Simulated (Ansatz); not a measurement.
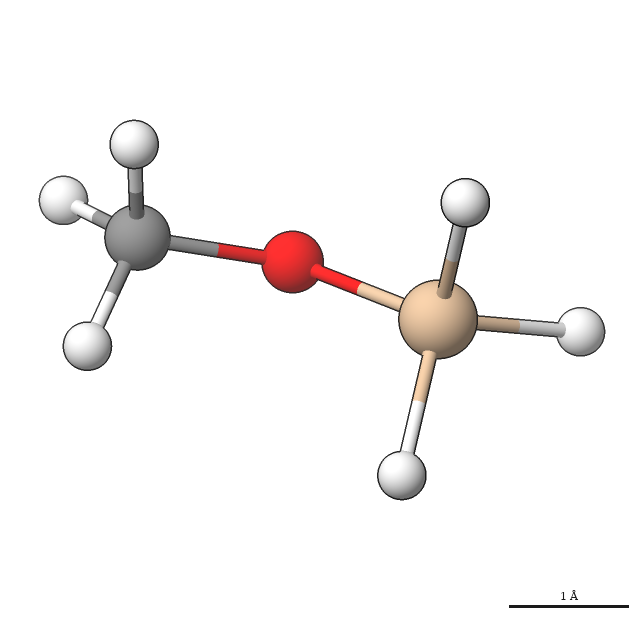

A ball-and-stick model of a molecule. Every bond is drawn as one stick, whatever its order. Colours: silicon light orange, hydrogen white, oxygen red, carbon grey.

The geometry was computed by an optimisation with PBE0-D4/def2-TZVP.

Description:

Formula CH6OSi. This geometry has Cs symmetry. Coordination: 1 Si tetrahedral; 1 O bent; 1 C tetrahedral.

The parts below concern this one geometry. Atoms keep their numbers from picture to picture.

## Geometry

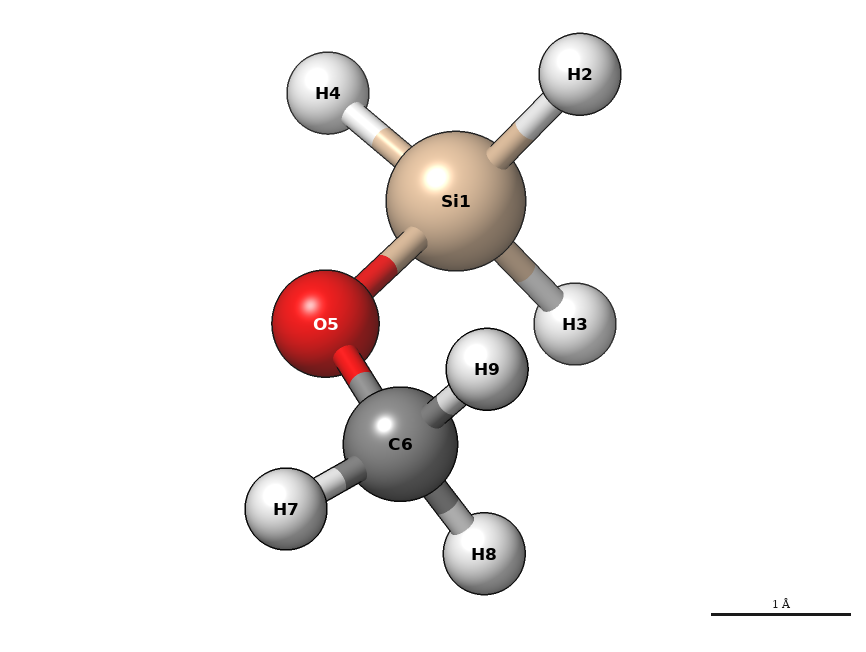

Numbered structure.

Which atoms are bonded, and how long are the bonds?

```tsv
bond	length (Å)
Si1–H2	1.490
Si1–H3	1.490
Si1–H4	1.480
Si1–O5	1.642
O5–C6	1.408
C6–H7	1.091
C6–H8	1.097
C6–H9	1.097
```

## Charges

The questions are on Mulliken charges. Properties computed with RKS PBE0-D4/def2-TZVP (Ansatz 0.2.0).

List the Mulliken charges.

| atom | value (e) |
| --- | --- |
| Si1 | 0.30 |
| H2 | −0.04 |
| H3 | −0.04 |
| H4 | −0.03 |
| O5 | −0.35 |
| C6 | −0.21 |
| H7 | 0.13 |
| H8 | 0.12 |
| H9 | 0.12 |

## Electronic properties

Properties computed with RKS PBE0-D4/def2-TZVP (Ansatz 0.2.0).

What is the dispersion correction?

Answer. −10.5 kJ/mol.

Estimate the harmonic zero-point energy.

Answer. 176.1 kJ/mol.

What is the dipole moment?

Answer. 1.10 D.

## Vibrations

Harmonic vibrations computed with RKS PBE0-D4/def2-TZVP (Ansatz 0.2.0) at a stationary point of the same level.

How many vibrational modes are there, and where do they lie?

Answer. 21 modes: 102, 131, 215, 715, 723, 787, 940, 956, 978, 1155, 1183, 1216, 1482, 1495, 1497, 2201, 2206, 2260, 3010, 3069, 3121 cm⁻¹.

Mulliken values depend strongly on the basis set and can even reverse the polarity of a bond.
